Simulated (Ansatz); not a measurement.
System: C10H17GeN (Ge(vinyl)3(pyrrolidide)).

Input

```
crystal:
  periodic: [false, false, false]
  atoms:
    - {symbol: Ge, position_ang: [0.165241, 0.928309, 0.329397]}
    - {symbol: C, position_ang: [0.454287, 1.264982, 2.232199]}
    - {symbol: C, position_ang: [-0.394818, 0.817628, 3.176330]}
    - {symbol: H, position_ang: [1.327310, 1.874027, 2.530743]}
    - {symbol: H, position_ang: [-1.282401, 0.219379, 2.905001]}
    - {symbol: H, position_ang: [-0.248101, 1.032258, 4.249938]}
    - {symbol: C, position_ang: [1.871982, 0.507240, -0.538573]}
    - {symbol: C, position_ang: [2.970547, 0.127406, 0.143838]}
    - {symbol: H, position_ang: [1.909793, 0.508761, -1.644287]}
    - {symbol: H, position_ang: [2.990604, 0.102154, 1.248514]}
    - {symbol: H, position_ang: [3.904161, -0.176184, -0.362549]}
    - {symbol: C, position_ang: [-0.700525, 2.427026, -0.572908]}
    - {symbol: C, position_ang: [-0.086700, 3.201525, -1.487648]}
    - {symbol: H, position_ang: [-1.742417, 2.658137, -0.284232]}
    - {symbol: H, position_ang: [0.956678, 3.020709, -1.801595]}
    - {symbol: H, position_ang: [-0.592751, 4.060581, -1.963280]}
    - {symbol: N, position_ang: [-1.049525, -0.495729, 0.260533]}
    - {symbol: C, position_ang: [-1.756529, -0.762861, -0.992571]}
    - {symbol: C, position_ang: [-0.917707, -1.835784, -1.736595]}
    - {symbol: C, position_ang: [-0.150398, -2.567867, -0.600465]}
    - {symbol: C, position_ang: [-0.572113, -1.813503, 0.691199]}
    - {symbol: H, position_ang: [-1.908114, 0.165878, -1.579662]}
    - {symbol: H, position_ang: [-2.769890, -1.173511, -0.760716]}
    - {symbol: H, position_ang: [-0.209412, -1.347474, -2.437970]}
    - {symbol: H, position_ang: [-1.550745, -2.519176, -2.338594]}
    - {symbol: H, position_ang: [-0.400558, -3.646402, -0.544601]}
    - {symbol: H, position_ang: [0.945498, -2.491252, -0.750200]}
    - {symbol: H, position_ang: [-1.408876, -2.359309, 1.191813]}
    - {symbol: H, position_ang: [0.245478, -1.726927, 1.436908]}
basis:
  gaussian: {orbitals: def2-TZVP, initial_orbitals: start.molden}
hamiltonian: {xc: pbe0, dispersion: d4}
scf: {omitted_lower_state_checks: [starts]}
output: {orbitals: {seedname: orbitals}}
```

Command:

```sh
ansatz run in.yaml --threads 4 --pin off --events-out ev --progress --plain --max-ram 6963MiB
```

Geometry: PBE-D4/def2-SVP.

Method: Ansatz, RKS PBE0-D4/def2-TZVP.

Predict the electron density and electron localisation function between the atoms.

Answer. C–C (1.35 Å): ρ at the midpoint is about 2.3 e/Å³; the ELF peaks at about 0.90 between the atoms; localised, covalent bonding.
C–Ge (1.95 Å): the density is about 0.88 e/Å³ at the midpoint; the ELF peaks at about 0.95 in the valence shell of C, 0.7 Å from its nucleus, and is about 0.70 at the midpoint.
C–H (1.10 Å): the density is about 2 e/Å³ at the midpoint; the ELF climbs to about 1 towards the hydrogen, as it does in any bond to H: a covalent bond by its length.

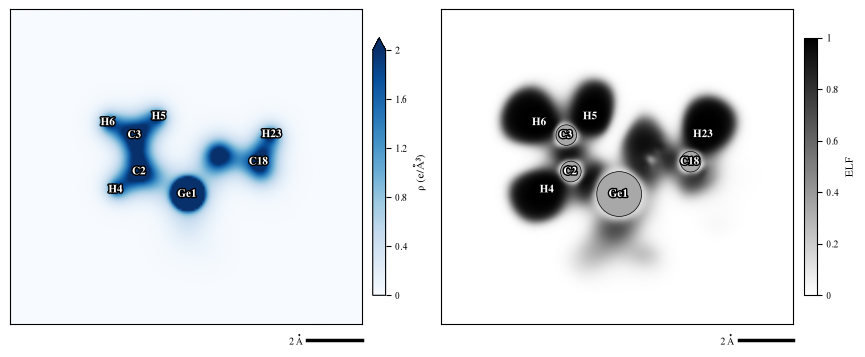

Computed electron density and electron localisation function on the plane of atoms C3, C2 and H4, in this order. Grey discs cover the atomic cores in the ELF map. 
